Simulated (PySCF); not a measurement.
C$_{9}$H$_{17}$N

The calculation's input:

```
{"job": {"kind": "nmr", "xc": "PBE0", "basis": "pcSseg-1"}, "charge": 0, "multiplicity": 1}
C      2.488644    -0.991702     0.161170
C      1.888978    -0.017701    -0.534581
C      2.686231     1.005488    -1.289547
C      0.385967     0.159016    -0.582115
C     -0.424189    -1.106191    -0.291370
C     -1.793088    -1.129490    -0.972846
C     -2.845799    -0.174467    -0.423613
C     -2.403567     1.279810    -0.268257
N     -1.380440     1.483035     0.731339
C     -0.000595     1.350039     0.342534
H      3.579271    -1.064273     0.195396
H      1.925539    -1.744039     0.718747
H      2.443679     0.970144    -2.365489
H      3.767623     0.846603    -1.174868
H      2.454748     2.029029    -0.951335
H      0.139950     0.458081    -1.618937
H      0.147538    -1.972456    -0.658740
H     -0.535641    -1.255275     0.798428
H     -1.640909    -0.920461    -2.047918
H     -2.195812    -2.155170    -0.925157
H     -3.174668    -0.528153     0.572212
H     -3.743926    -0.218792    -1.064290
H     -2.036034     1.677332    -1.230794
H     -3.288759     1.890923    -0.014365
H     -1.583299     0.938080     1.562816
H      0.333437     2.285030    -0.143125
H      0.592083     1.264480     1.267915
```

Launched as:

```sh
OMP_NUM_THREADS=1 python probes_run.py task.json out
```

Geometry: PBE0-D3(BJ)/def2-SVP.

All numbers below come from PBE0/pcSseg-1, SCF density, gas phase, non-relativistic in PySCF 2.14.0.

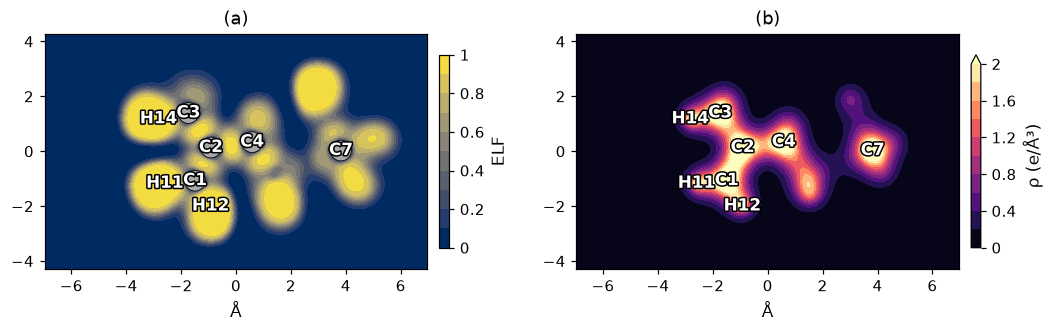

Figure 1. (a) ELF; (b) electron density on the plane of atoms H11, C1 and H12. Grey discs cover the atomic cores in the ELF map.

Question: What do the fields say about this system?

Answer:
- The section cuts through C and H sites.
- C–C (1.34 Å): ρ at the midpoint is about 2.3 e/Å³; the ELF peaks at about 0.90 between the atoms: a multiple bond.
- C–C (1.50 Å): the density is about 1.7 e/Å³ at the midpoint; the ELF peaks at about 0.95 between the atoms (a covalent bond).
- C–H (1.09 Å): ρ is about 2 e/Å³ halfway; the ELF climbs to about 1 towards the hydrogen, as it does in any bond to H: a covalent bond by its length.

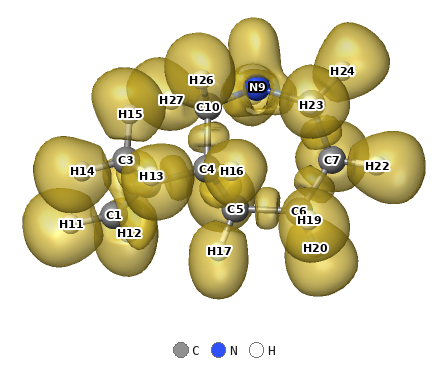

Figure 2. Isosurface of the ELF at 0.75 (yellow), seen at a tilt. Core shells and regions of very low density are left out.

Question: Identify the bonds, lone pairs and shells in this picture.

Answer: The surface consists of eight regions between bonded C–C atoms (shared pairs), 16 regions around hydrogen nuclei and one joined region spread over several atoms (H, N), in which their bonds and any lone pairs are merged. Profiles from the grid: C–N (1.44 Å): the ELF peaks at about 0.95 between the atoms (localised, covalent bonding).

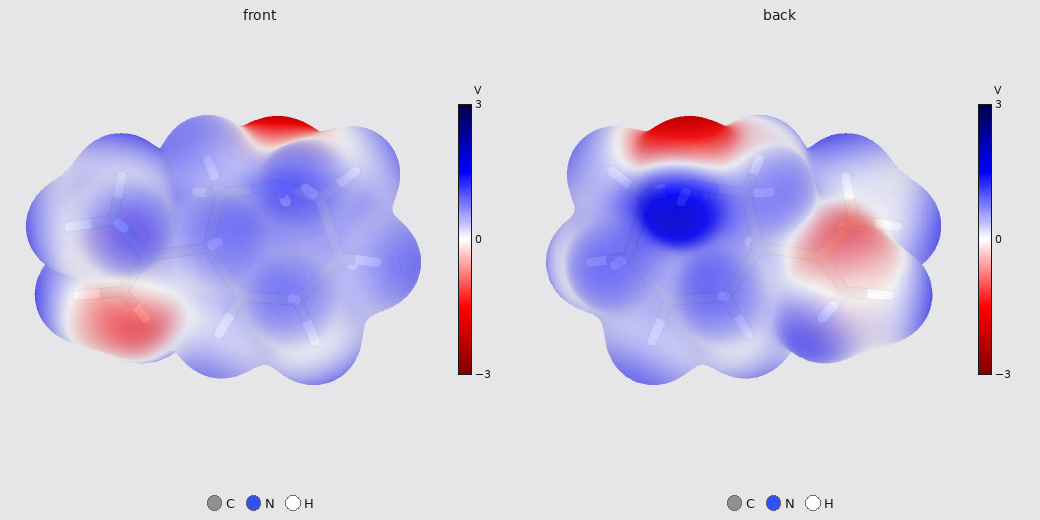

Figure 3. The molecular electrostatic potential painted on the density surface at 0.004 e/bohr³, seen from the front and from behind; the colour scale runs from red (negative) to blue (positive).

Question: Where is the surface potential most negative and most positive?

Answer: The most negative region (about −2.0 V) lies over N9, the most positive (about +1.7 V) over H25. N9 is the likeliest acceptor of a hydrogen bond.
